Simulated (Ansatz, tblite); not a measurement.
# In9As10 zinc blende ring sphere (In9As10H28+): charged states by level of theory

Aim: the energy of removing and adding an electron for In9As10 zinc blende ring sphere (In9As10H28+), by energy differences, and how well orbital energies stand in for it.

Method: as each input shows; program: Ansatz 0.2.0, Gaussian basis.

Levels to be run: charge +2 doublet, at the geometry of the singlet (PBE0-D4/def2-TZVP, PBE-D4/def2-TZVP, r2SCAN0-D4/def2-TZVP); charge 0 doublet, at the geometry of the singlet (PBE0-D4/def2-TZVP, PBE-D4/def2-TZVP, r2SCAN0-D4/def2-TZVP); the starting singlet's energies come from earlier runs.

2 further runs of the same task are left out: 1 for a known fault of the program, 1 set aside as unsound or not needed.

## (1) The geometry

The singlet was relaxed beforehand with PBE-D4/def2-SVP.

47 atoms, charge 1, spin multiplicity 1.

Atoms are counted from 1 here; the program's logs count them from 0.

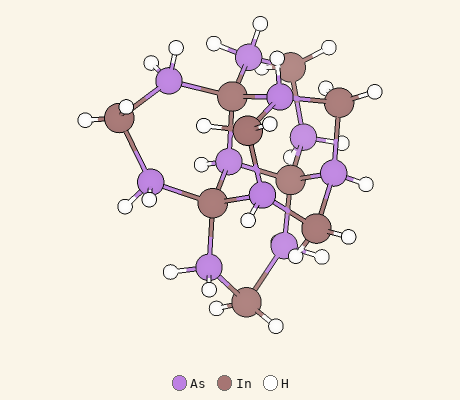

The structure; arsenic purple, indium brown, hydrogen white.

In takes a core potential in the def2 sets. No spin-orbit coupling is included. The ion is computed in the gas phase, without counter-ions or solvent.

## (2) Charge +2 doublet at the fixed geometry, PBE0-D4/def2-TZVP

in.yaml

```yaml
crystal:
  periodic: [false, false, false]
  atoms:
    - {symbol: As, position_ang: [-3.641081, -0.717130, -2.438245]}
    - {symbol: As, position_ang: [-3.669883, 2.389585, 0.722675]}
    - {symbol: As, position_ang: [-0.736441, -3.675281, -2.388538]}
    - {symbol: As, position_ang: [-0.617428, -0.618621, 0.610049]}
    - {symbol: As, position_ang: [2.424807, -3.649554, 0.719585]}
    - {symbol: As, position_ang: [2.344951, -0.471067, -2.362969]}
    - {symbol: As, position_ang: [2.389631, -0.737794, 3.667694]}
    - {symbol: As, position_ang: [-0.462885, 2.366344, -2.348748]}
    - {symbol: As, position_ang: [2.357487, 2.341343, 0.474175]}
    - {symbol: As, position_ang: [-0.735440, 2.411723, 3.647839]}
    - {symbol: In, position_ang: [-3.207451, -3.214529, -3.570939]}
    - {symbol: In, position_ang: [-2.136321, 0.937551, -0.942493]}
    - {symbol: In, position_ang: [-3.209478, 3.587243, 3.185457]}
    - {symbol: In, position_ang: [0.489006, 0.508444, -4.121214]}
    - {symbol: In, position_ang: [0.934185, -2.144850, -0.939319]}
    - {symbol: In, position_ang: [0.929666, 0.928356, 2.142653]}
    - {symbol: In, position_ang: [3.602881, -3.191415, 3.192182]}
    - {symbol: In, position_ang: [4.115970, 0.486039, -0.506168]}
    - {symbol: In, position_ang: [0.509820, 4.120237, -0.482896]}
    - {symbol: H, position_ang: [-4.109519, 0.213844, -3.556501]}
    - {symbol: H, position_ang: [-4.979487, -0.761777, -1.696513]}
    - {symbol: H, position_ang: [-4.967351, 1.585411, 0.818755]}
    - {symbol: H, position_ang: [-4.219191, 3.466114, -0.211980]}
    - {symbol: H, position_ang: [-0.831729, -4.973041, -1.584564]}
    - {symbol: H, position_ang: [0.193530, -4.225578, -3.468993]}
    - {symbol: H, position_ang: [-1.507193, -1.500415, 1.485398]}
    - {symbol: H, position_ang: [1.669474, -4.978102, 0.792406]}
    - {symbol: H, position_ang: [3.524900, -4.143295, -0.218971]}
    - {symbol: H, position_ang: [3.121460, -1.535899, -3.145161]}
    - {symbol: H, position_ang: [1.597172, -0.843760, 4.971016]}
    - {symbol: H, position_ang: [3.465079, 0.200811, 4.211259]}
    - {symbol: H, position_ang: [-1.528742, 3.150446, -3.121718]}
    - {symbol: H, position_ang: [3.140682, 3.111031, 1.543151]}
    - {symbol: H, position_ang: [-0.814666, 1.651066, 4.972721]}
    - {symbol: H, position_ang: [0.199002, 3.510934, 4.151016]}
    - {symbol: H, position_ang: [-4.268015, -4.244444, -2.677376]}
    - {symbol: H, position_ang: [-2.827087, -2.870744, -5.211971]}
    - {symbol: H, position_ang: [-4.262565, 2.723079, 4.247662]}
    - {symbol: H, position_ang: [-2.832166, 5.218553, 2.792178]}
    - {symbol: H, position_ang: [-0.763974, -0.725227, -4.091614]}
    - {symbol: H, position_ang: [1.271719, 1.282712, -5.450530]}
    - {symbol: H, position_ang: [5.230351, -2.785353, 2.811163]}
    - {symbol: H, position_ang: [2.749267, -4.264070, 4.243065]}
    - {symbol: H, position_ang: [4.094324, -0.764868, 0.728150]}
    - {symbol: H, position_ang: [5.439724, 1.272212, -1.285848]}
    - {symbol: H, position_ang: [-0.733648, 4.094015, 0.759107]}
    - {symbol: H, position_ang: [1.296354, 5.446820, -1.257590]}
basis:
  gaussian: {orbitals: def2-TZVP, fitting: {mean_field: def2-universal-jkfit}}
total_charge: 2
magnetization: {spin_polarized: true, initial_magnetization: 1}
hamiltonian: {xc: pbe0, dispersion: d4}
scf: {omitted_lower_state_checks: [starts]}
output: {orbitals: {seedname: orbitals}}
```

Run with:

```bash
> ansatz run in.yaml --threads 11 --pin off --events-out ev --progress --plain --max-ram 166912MiB --backend cuda --devices 0, --max-vram 75GiB
```

Log:

```text
Functional definition: PBE0
  name "PBE0"
  cite "Adamo & Barone, J. Chem. Phys. 110, 6158 (1999) doi:10.1063/1.478522"
  cite "Perdew, Burke & Ernzerhof, Phys. Rev. Lett. 77, 3865 (1996) doi:10.1103/PhysRevLett.77.3865"
  parent pbe
  parameter a = 0.25
  parameter kappa = 0.804
  parameter beta = 0.06672455060314922
  exchange = (1 - a)*pbe_x(kappa = kappa, mu = beta*pi^2/3) + a*exact_x
  correlation = pbe_c(beta = beta)
these checks for a lower state are left out or cut short: starts
5126 factors; integrals over basis functions are off by at most 6.5e-1 eV
mean field evaluation 1: about -655347.6036 eV, gradient 3.8e1 eV
mean field evaluation 2: about -655335.6650 eV, gradient 5.8e1 eV
mean field evaluation 4: about -655354.0615 eV, gradient 1.2e1 eV
mean field evaluation 8: about -655355.2443 eV, gradient 4.4e-1 eV
mean field evaluation 16: about -655355.2677 eV, gradient 3.1e-2 eV
mean field evaluation 32: about -655355.2681 eV, gradient 1.7e-3 eV
mean field -655355.26809294 eV, -24083.8618866602 hartree, gradient 3.0e-6 eV, S^2 0.754497; 0 other end points of the search recorded, 0 dependent functions left out
reference -655355.26820322 eV, -24083.8618907128 hartree; 273, 272 occupied and 825, 826 virtual orbitals, 5126 factors
Total energy: -655358.11756229 eV, -24083.9666027274 hartree
Checks for a lower state left out: starts
```

It took 54 s on 1 × H100 with 11 threads of AMD EPYC 7R13, shared host; peak host memory 2.1 GiB.

HOMO -11.87 eV, LUMO -11.19 eV (over both spins); ⟨S²⟩ 0.754 (pure: 0.75).

## (3) Charge +2 doublet at the fixed geometry, PBE-D4/def2-TZVP

start.molden holds the orbitals of an earlier run on this state, given as this run's starting guess.

in.yaml, as its differences from that of step 2:

```diff
@@ -51,6 +51,6 @@
 basis:
-  gaussian: {orbitals: def2-TZVP, fitting: {mean_field: def2-universal-jkfit}}
+  gaussian: {orbitals: def2-TZVP, fitting: {mean_field: def2-universal-jkfit}, initial_orbitals: start.molden}
 total_charge: 2
 magnetization: {spin_polarized: true, initial_magnetization: 1}
-hamiltonian: {xc: pbe0, dispersion: d4}
+hamiltonian: {xc: pbe, dispersion: d4}
 scf: {omitted_lower_state_checks: [starts]}
```

The command is unchanged.

Log:

```text
Functional definition: PBE
  name "PBE"
  cite "Perdew, Burke & Ernzerhof, Phys. Rev. Lett. 77, 3865 (1996) doi:10.1103/PhysRevLett.77.3865"
  parent pbe
  parameter kappa = 0.804
  parameter beta = 0.06672455060314922
  exchange = pbe_x(kappa = kappa, mu = beta*pi^2/3)
  correlation = pbe_c(beta = beta)
these checks for a lower state are left out or cut short: starts
5126 factors; integrals over basis functions are off by at most 6.5e-1 eV
mean field evaluation 1: about -655336.1386 eV, gradient 2.0e1 eV
mean field evaluation 2: about -655337.0089 eV, gradient 1.1e0 eV
mean field evaluation 4: about -655337.0491 eV, gradient 1.4e-1 eV
mean field evaluation 8: about -655337.0508 eV, gradient 2.6e-5 eV
mean field evaluation 16: about -655337.0508 eV, gradient 2.4e-6 eV
mean field -655337.05080902 eV, -24083.1924138244 hartree, gradient 2.4e-6 eV, S^2 0.750926; 0 other end points of the search recorded, 0 dependent functions left out
reference -655337.05096885 eV, -24083.1924196977 hartree; 273, 272 occupied and 825, 826 virtual orbitals, 5126 factors
Total energy: -655340.13973253 eV, -24083.3059296696 hartree
Checks for a lower state left out: starts
```

It took 18 s on 1 × H100 with 11 threads of AMD EPYC 7R13, shared host; peak host memory 2 GiB.

HOMO -11.02 eV, LUMO -11.07 eV (over both spins; with the spin held, an empty level of the minority spin lies below the top filled one); ⟨S²⟩ 0.751 (pure: 0.75).

## (4) Charge +2 doublet at the fixed geometry, r2SCAN0-D4/def2-TZVP

in.yaml, as its differences from that of step 3:

```diff
@@ -54,3 +54,3 @@
 magnetization: {spin_polarized: true, initial_magnetization: 1}
-hamiltonian: {xc: pbe, dispersion: d4}
+hamiltonian: {xc: {name: r2SCAN0}, dispersion: d4}
 scf: {omitted_lower_state_checks: [starts]}
```

Launched as before.

Log (excerpt; [...] marks lines left out):

```text
Functional definition: r2SCAN0
  name "r2SCAN0"
  cite "Bursch, Neugebauer, Ehlert & Grimme, J. Chem. Phys. 156, 134105 (2022) doi:10.1063/5.0086040"
  cite "Furness, Kaplan, Ning, Perdew & Sun, J. Phys. Chem. Lett. 11, 8208 (2020) doi:10.1021/acs.jpclett.0c02405"
  cite "Furness, Kaplan, Ning, Perdew & Sun, J. Phys. Chem. Lett. 11, 9248 (2020) doi:10.1021/acs.jpclett.0c03077"
  parent r2scan
[...]
5126 factors; integrals over basis functions are off by at most 6.5e-1 eV
[...]
mean field -655433.09423006 eV, -24086.7219444468 hartree, gradient 2.7e-6 eV, S^2 0.757058; 0 other end points of the search recorded, 0 dependent functions left out
reference -655433.09427101 eV, -24086.7219459517 hartree; 273, 272 occupied and 825, 826 virtual orbitals, 5126 factors
Total energy: -655434.20138708 eV, -24086.7626317169 hartree
Checks for a lower state left out: starts
```

Run time: 55 s. Hardware: 1 × H100 with 11 threads of AMD EPYC 7R13, shared host; peak host memory 2.4 GiB.

HOMO -12.02 eV, LUMO -11.31 eV (over both spins); ⟨S²⟩ 0.757 (pure: 0.75).

## (5) Vertical ionisation energy

Charged state less starting state, singlet to doublet; the starting state's energies are those of its earlier runs.

```
               level  vertical ionisation energy (eV)  time
    PBE-D4/def2-TZVP                            +9.81  24 s
   PBE0-D4/def2-TZVP                           +10.31  68 s
r2SCAN0-D4/def2-TZVP                           +10.42  69 s
```

Times add the two runs; a level without a time comes out of a correlated run.

Beside −ε(HOMO) of the starting state:

```
               level  −ε(HOMO) (eV)  by difference (eV)  mismatch (eV)
    PBE-D4/def2-TZVP           8.40                9.81          -1.41
   PBE0-D4/def2-TZVP           9.32               10.31          -0.99
r2SCAN0-D4/def2-TZVP           9.47               10.42          -0.95
```

## (6) Charge 0 doublet at the fixed geometry, PBE0-D4/def2-TZVP

in.yaml, as its differences from that of step 4:

```diff
@@ -51,6 +51,5 @@
 basis:
-  gaussian: {orbitals: def2-TZVP, fitting: {mean_field: def2-universal-jkfit}, initial_orbitals: start.molden}
-total_charge: 2
+  gaussian: {orbitals: def2-TZVP, fitting: {mean_field: def2-universal-jkfit}}
 magnetization: {spin_polarized: true, initial_magnetization: 1}
-hamiltonian: {xc: {name: r2SCAN0}, dispersion: d4}
+hamiltonian: {xc: pbe0, dispersion: d4}
 scf: {omitted_lower_state_checks: [starts]}
```

Same command.

Log (excerpt; [...] marks lines left out):

```text
Functional definition: PBE0
  name "PBE0"
  cite "Adamo & Barone, J. Chem. Phys. 110, 6158 (1999) doi:10.1063/1.478522"
  cite "Perdew, Burke & Ernzerhof, Phys. Rev. Lett. 77, 3865 (1996) doi:10.1103/PhysRevLett.77.3865"
  parent pbe
[...]
5126 factors; integrals over basis functions are off by at most 6.5e-1 eV
[...]
mean field -655369.14880106 eV, -24084.3719932751 hartree, gradient 5.9e-6 eV, S^2 0.752805; 0 other end points of the search recorded, 0 dependent functions left out
reference -655369.14893847 eV, -24084.3719983248 hartree; 274, 273 occupied and 824, 825 virtual orbitals, 5126 factors
Total energy: -655372.10375296 eV, -24084.4805857542 hartree
Checks for a lower state left out: starts
```

Wall time 38 s (1 × H100 with 11 threads of AMD EPYC 7R13, shared host); peak host memory 2 GiB.

Report: HOMO -2.75 eV, LUMO -2.12 eV (over both spins); ⟨S²⟩ 0.753 (pure: 0.75).

## (7) Charge 0 doublet at the fixed geometry, PBE-D4/def2-TZVP

in.yaml, as its differences from that of step 6:

```diff
@@ -51,5 +51,5 @@
 basis:
-  gaussian: {orbitals: def2-TZVP, fitting: {mean_field: def2-universal-jkfit}}
+  gaussian: {orbitals: def2-TZVP, fitting: {mean_field: def2-universal-jkfit}, initial_orbitals: start.molden}
 magnetization: {spin_polarized: true, initial_magnetization: 1}
-hamiltonian: {xc: pbe0, dispersion: d4}
+hamiltonian: {xc: pbe, dispersion: d4}
 scf: {omitted_lower_state_checks: [starts]}
```

The command is unchanged.

Log:

```text
Functional definition: PBE
  name "PBE"
  cite "Perdew, Burke & Ernzerhof, Phys. Rev. Lett. 77, 3865 (1996) doi:10.1103/PhysRevLett.77.3865"
  parent pbe
  parameter kappa = 0.804
  parameter beta = 0.06672455060314922
  exchange = pbe_x(kappa = kappa, mu = beta*pi^2/3)
  correlation = pbe_c(beta = beta)
these checks for a lower state are left out or cut short: starts
5126 factors; integrals over basis functions are off by at most 6.5e-1 eV
mean field evaluation 1: about -655349.8470 eV, gradient 2.0e1 eV
mean field evaluation 2: about -655350.7073 eV, gradient 1.0e0 eV
mean field evaluation 4: about -655350.7378 eV, gradient 8.2e-2 eV
mean field evaluation 8: about -655350.7380 eV, gradient 1.9e-5 eV
mean field evaluation 16: about -655350.7380 eV, gradient 3.1e-6 eV
mean field -655350.73802385 eV, -24083.6954096917 hartree, gradient 3.1e-6 eV, S^2 0.750563; 0 other end points of the search recorded, 0 dependent functions left out
reference -655350.73820729 eV, -24083.6954164332 hartree; 274, 273 occupied and 824, 825 virtual orbitals, 5126 factors
Total energy: -655353.94305467 eV, -24083.8131924019 hartree
Checks for a lower state left out: starts
```

Wall time 14 s (1 × H100 with 11 threads of AMD EPYC 7R13, shared host); peak host memory 2 GiB.

HOMO -2.67 eV, LUMO -2.66 eV (over both spins); ⟨S²⟩ 0.751 (pure: 0.75).

## (8) Charge 0 doublet at the fixed geometry, r2SCAN0-D4/def2-TZVP

in.yaml, as its differences from that of step 7:

```diff
@@ -53,3 +53,3 @@
 magnetization: {spin_polarized: true, initial_magnetization: 1}
-hamiltonian: {xc: pbe, dispersion: d4}
+hamiltonian: {xc: {name: r2SCAN0}, dispersion: d4}
 scf: {omitted_lower_state_checks: [starts]}
```

Launched as before.

Log (excerpt; [...] marks lines left out):

```text
Functional definition: r2SCAN0
  name "r2SCAN0"
  cite "Bursch, Neugebauer, Ehlert & Grimme, J. Chem. Phys. 156, 134105 (2022) doi:10.1063/5.0086040"
  cite "Furness, Kaplan, Ning, Perdew & Sun, J. Phys. Chem. Lett. 11, 8208 (2020) doi:10.1021/acs.jpclett.0c02405"
  cite "Furness, Kaplan, Ning, Perdew & Sun, J. Phys. Chem. Lett. 11, 9248 (2020) doi:10.1021/acs.jpclett.0c03077"
  parent r2scan
[...]
5126 factors; integrals over basis functions are off by at most 6.5e-1 eV
[...]
mean field -655447.11201868 eV, -24087.2370886773 hartree, gradient 6.4e-6 eV, S^2 0.756543; 0 other end points of the search recorded, 0 dependent functions left out
reference -655447.11208205 eV, -24087.2370910058 hartree; 274, 273 occupied and 824, 825 virtual orbitals, 5126 factors
Total energy: -655448.26575988 eV, -24087.2794878843 hartree
Checks for a lower state left out: starts
```

Wall time 2.5 min (1 × H100 with 11 threads of AMD EPYC 7R13, shared host); peak host memory 2.5 GiB.

From the report: HOMO -2.80 eV, LUMO -2.15 eV (over both spins); ⟨S²⟩ 0.757 (pure: 0.75).

## (9) Vertical electron affinity

Starting state less charged state (positive: the electron is bound), singlet to doublet; the starting state's energies are those of its earlier runs.

```
               level  vertical electron affinity (eV)     time
    PBE-D4/def2-TZVP                            +3.99     21 s
   PBE0-D4/def2-TZVP                            +3.68     51 s
r2SCAN0-D4/def2-TZVP                            +3.65  2.7 min
```

Times add the two runs; a level without a time comes out of a correlated run.

Beside −ε(LUMO) of the starting state:

```
               level  −ε(LUMO) (eV)  by difference (eV)  mismatch (eV)
    PBE-D4/def2-TZVP           5.21                3.99          +1.22
   PBE0-D4/def2-TZVP           4.53                3.68          +0.85
r2SCAN0-D4/def2-TZVP           4.46                3.65          +0.81
```

## (10) What came out

```
                                            quantity                                   value
vertical ionisation energy, functionals in def2-TZVP  9.81 (PBE-D4) to 10.42 eV (r2SCAN0-D4)
vertical electron affinity, functionals in def2-TZVP   3.65 (r2SCAN0-D4) to 3.99 eV (PBE-D4)
```

The vertical ionisation energy spans 9.81 to 10.42 eV over the functionals. −ε(HOMO) misses the level's own difference by -0.95 eV at best (r2SCAN0-D4) and -1.41 eV at worst (PBE-D4). The vertical electron affinity spans 3.65 to 3.99 eV over the functionals. −ε(LUMO) misses the level's own difference by +0.81 eV at best (r2SCAN0-D4) and +1.22 eV at worst (PBE-D4).
